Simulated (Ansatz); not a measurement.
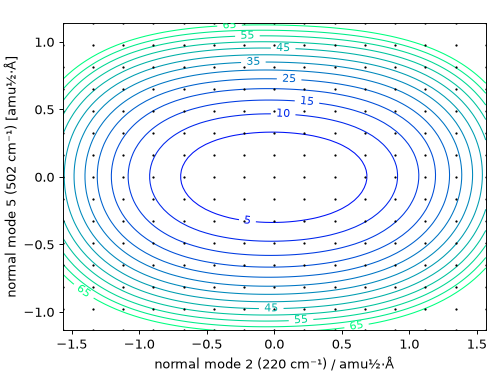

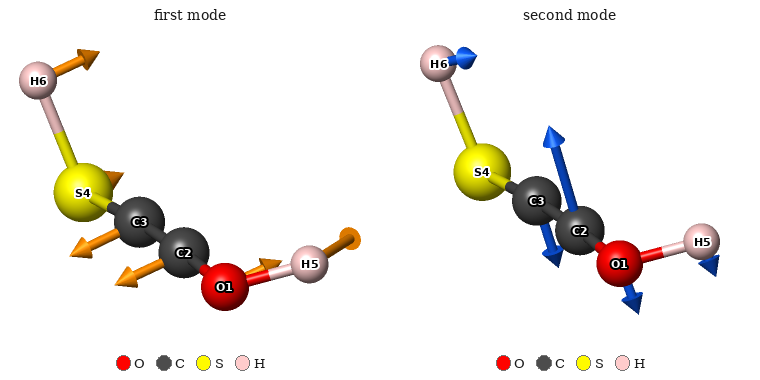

Energy landscape of C₂H₂OS, SMILES OC#CS. The first coordinate is: normal mode 2 (220 cm⁻¹); the second: normal mode 5 (502 cm⁻¹). Nothing is relaxed (straight displacements along the two mass-weighted modes). The scan uses a 15 × 15 grid. Energies: kJ/mol, counted from the lowest grid point. These are results of RKS PBE0-D4/def2-SVP in Ansatz 0.2.0, not measurements.

The picture shows contour lines labelled in kJ/mol (none above 65), dots at the grid points. Between grid points the surface is interpolated. The second picture is the structure at the lowest point

> What does the map say about the system?

The lowest grid point is at normal mode 2 (220 cm⁻¹) = 0.000 amu½·Å, normal mode 5 (502 cm⁻¹) = 0.000 amu½·Å. No other kind of well shows on this grid. The highest grid point, normal mode 2 (220 cm⁻¹) = 1.567 amu½·Å, normal mode 5 (502 cm⁻¹) = −1.138 amu½·Å, lies 111 kJ/mol above the lowest.

The values on the grid:

| normal mode 5 (502 cm⁻¹) ↓, normal mode 2 (220 cm⁻¹) → | −1.567 | −1.343 | −1.119 | −0.895 | −0.671 | −0.448 | −0.224 | 0.000 | 0.224 | 0.448 | 0.671 | 0.895 | 1.119 | 1.343 | 1.567 |
| --- | --- | --- | --- | --- | --- | --- | --- | --- | --- | --- | --- | --- | --- | --- | --- |
| 1.138 | 107 | 93 | 82 | 75 | 71 | 68 | 67 | 67 | 68 | 70 | 73 | 78 | 86 | 96 | 110 |
| 0.975 | 87 | 73 | 63 | 56 | 51 | 49 | 47 | 47 | 48 | 50 | 53 | 58 | 66 | 76 | 90 |
| 0.813 | 72 | 58 | 48 | 41 | 36 | 33 | 32 | 32 | 33 | 34 | 37 | 42 | 50 | 60 | 74 |
| 0.650 | 60 | 46 | 36 | 29 | 24 | 21 | 20 | 20 | 20 | 22 | 25 | 30 | 37 | 48 | 62 |
| 0.488 | 51 | 37 | 27 | 20 | 15 | 13 | 11 | 11 | 12 | 13 | 16 | 21 | 28 | 39 | 53 |
| 0.325 | 45 | 31 | 21 | 14 | 9 | 7 | 5 | 5 | 5 | 7 | 10 | 14 | 22 | 32 | 46 |
| 0.163 | 42 | 28 | 17 | 10 | 6 | 3 | 2 | 1 | 2 | 3 | 6 | 11 | 18 | 28 | 43 |
| 0.000 | 41 | 27 | 16 | 9 | 5 | 2 | 0 | 0 | 0 | 2 | 5 | 10 | 17 | 27 | 42 |
| −0.163 | 42 | 28 | 18 | 10 | 6 | 3 | 2 | 1 | 2 | 3 | 6 | 11 | 18 | 29 | 43 |
| −0.325 | 46 | 31 | 21 | 14 | 9 | 6 | 5 | 5 | 5 | 7 | 10 | 15 | 22 | 33 | 47 |
| −0.488 | 52 | 37 | 27 | 20 | 15 | 12 | 11 | 10 | 11 | 13 | 16 | 21 | 28 | 39 | 54 |
| −0.650 | 60 | 46 | 36 | 28 | 24 | 21 | 19 | 19 | 20 | 21 | 25 | 30 | 38 | 49 | 63 |
| −0.813 | 72 | 58 | 47 | 40 | 35 | 32 | 31 | 30 | 31 | 33 | 36 | 42 | 50 | 61 | 76 |
| −0.975 | 87 | 73 | 62 | 55 | 50 | 47 | 45 | 45 | 46 | 48 | 51 | 57 | 65 | 76 | 91 |
| −1.138 | 106 | 92 | 81 | 73 | 68 | 65 | 64 | 63 | 64 | 66 | 70 | 76 | 84 | 96 | 111 |

Each point was launched as `ansatz run input.yaml --threads 1 --pin off --max-ram 2560MiB --backend cpu --events-out ev --progress --plain --runs-dir out`. Time for the 225 points that were run: 14 min on 1 thread of Arm Neoverse V1, with other jobs on the host.
